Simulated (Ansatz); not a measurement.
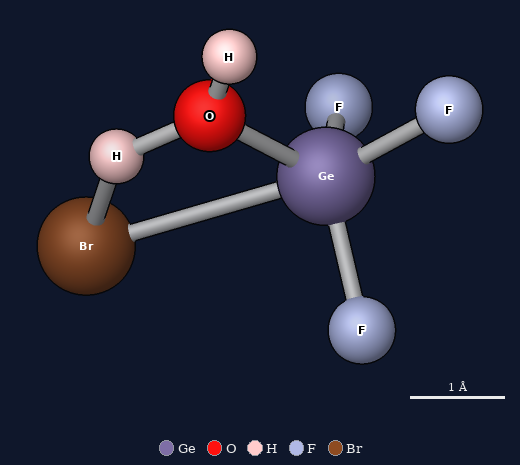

The structure (ball-and-stick view, seen at a tilt). Sticks mark near contacts.

**Frequency calculation, with input and output: GeH2BrOF3**

GeH2BrOF3, computed with RKS BHLYP-D4/def2-SVP (Ansatz 0.2.0).

It belongs to a series of runs on one base structure; here: vibrations at the highest image of the band.

### Input
```yaml
crystal:
  periodic: [false, false, false]
  atoms:
    - { symbol: Ge, position_ang: [0.057684, -0.205042, 0.031885] }
    - { symbol: O, position_ang: [-0.062217, -0.233836, 1.844187] }
    - { symbol: H, position_ang: [-0.668097, 0.328064, 2.338379] }
    - { symbol: F, position_ang: [1.494812, 0.374281, -0.645745] }
    - { symbol: F, position_ang: [-0.969593, 1.15337, -0.130853] }
    - { symbol: F, position_ang: [-0.806266, -1.368983, -0.841238] }
    - { symbol: Br, position_ang: [1.52077, -2.286785, 1.112867] }
    - { symbol: H, position_ang: [0.621207, -1.225669, 2.042018] }
basis:
  gaussian: { orbitals: def2-SVP }
hamiltonian:
  xc: { name: BHLYP }
  dispersion: d4
phonons: {}
```

Launched with:
```bash
ansatz run input.yaml --threads 4 --pin off --max-ram 5120MiB --backend cpu --events-out ev --progress --plain --runs-dir out
```

### What the program printed
```
Engine: ansatz 0.2.0, aarch64-unknown-linux-gnu
Functional definition: BHLYP
  parameter a = 0.5
  exchange = (1 - a)*b88_x + a*exact_x
  correlation = lyp_c
1332 factors; integrals over basis functions are off by at most 5.5e-4 eV
mean field evaluation 1: about -136763.7047 eV, gradient 5.8e1 eV
mean field evaluation 2: about -136762.5150 eV, gradient 6.8e1 eV
mean field evaluation 4: about -136769.1125 eV, gradient 1.3e0 eV
mean field evaluation 8: about -136769.1581 eV, gradient 4.9e-2 eV
mean field evaluation 16: about -136769.1581 eV, gradient 5.3e-5 eV
mean field -136769.15806329 eV, -5026.1738533607 hartree, gradient 5.3e-5 eV, S^2 0.000000; 0 other end points of the search recorded, 0 dependent functions left out
the calculation of the forces begins
reference -136769.15821737 eV, -5026.1738590233 hartree; 52, 52 occupied and 78, 78 virtual orbitals, 1332 factors
these checks for a lower state are left out or cut short: stability, starts, cluster_reference, orbital_swaps, neighbouring_geometries, increment
1332 factors; integrals over basis functions are off by at most 5.5e-4 eV
mean field -136769.15790116 eV, -5026.1738474029 hartree, gradient 2.5e-6 eV, S^2 0.000000; 0 other end points of the search recorded, 0 dependent functions left out
[... from here on the field's lines of each further geometry are left out, up to the last ...]
the calculation of the forces begins
reference -136769.15819495 eV, -5026.1738581992 hartree; 52, 52 occupied and 78, 78 virtual orbitals, 1332 factors
these checks for a lower state are left out or cut short: stability, starts, cluster_reference, orbital_swaps, neighbouring_geometries, increment
1332 factors; integrals over basis functions are off by at most 5.5e-4 eV
mean field -136769.15803643 eV, -5026.1738523737 hartree, gradient 1.0e-6 eV, S^2 0.000000; 0 other end points of the search recorded, 0 dependent functions left out
the calculation of the forces begins
reference -136769.15819050 eV, -5026.1738580359 hartree; 52, 52 occupied and 78, 78 virtual orbitals, 1332 factors
WARN: phonons: modes at or below zero, which the zero-point energy, F, S and C_V leave out: 1, the lowest at -1078.24 cm⁻¹. A minimum has none, and a first-order saddle one
Total energy: -136769.42458798 eV, -5026.1836479626 hartree
Atom 0 at     0.057684    -0.205042     0.031885 Å, force     0.000069     0.000003    -0.000148 eV/Å
Atom 1 at    -0.062217    -0.233836     1.844187 Å, force    -0.000140    -0.000220     0.000211 eV/Å
Atom 2 at    -0.668097     0.328064     2.338379 Å, force     0.000089     0.000098    -0.000011 eV/Å
Atom 3 at     1.494812     0.374281    -0.645745 Å, force    -0.000019    -0.000001    -0.000019 eV/Å
Atom 4 at    -0.969593     1.153370    -0.130853 Å, force     0.000036    -0.000018     0.000056 eV/Å
Atom 5 at    -0.806266    -1.368983    -0.841238 Å, force     0.000042    -0.000045     0.000004 eV/Å
Atom 6 at     1.520770    -2.286785     1.112867 Å, force    -0.000037     0.000050    -0.000042 eV/Å
Atom 7 at     0.621207    -1.225669     2.042018 Å, force    -0.000040     0.000133    -0.000052 eV/Å
Dipole moment:    -0.298826     0.239579     0.742854 e Å
Vibrations: -1078.24 63.55 109.85 125.27 160.02 195.47 265.21 290.26 295.00 474.10 678.51 759.28 782.82 795.79 833.55 1024.81 1575.70 3904.37 cm⁻¹, zero-point energy 0.764583 eV
```

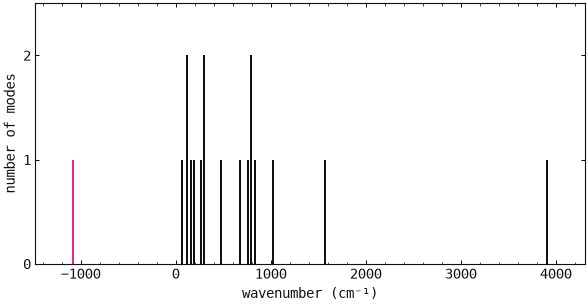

Harmonic vibrational wavenumbers from the force constants; neighbouring modes closer than 23 cm⁻¹ are counted in one stick, and imaginary ones are drawn at negative wavenumbers. 18 modes from 1078i to 3904 cm⁻¹, 1 imaginary beyond 8i (1078i cm⁻¹): a first-order saddle point, if the geometry is stationary.

### Key numbers

| quantity | value |
| --- | --- |
| outcome | converged |
| total energy | −136769.4246 eV |
| mean-field energy | −136769.1582 eV |
| largest force (length of the vector) | under 0.001 eV/Å |
| hardware | 4 threads of Arm Neoverse V1, 24 GiB of memory available, shared host |
| wall time | 88 s (CPU time 5.5 min) |
| peak memory | 0.39 GiB |
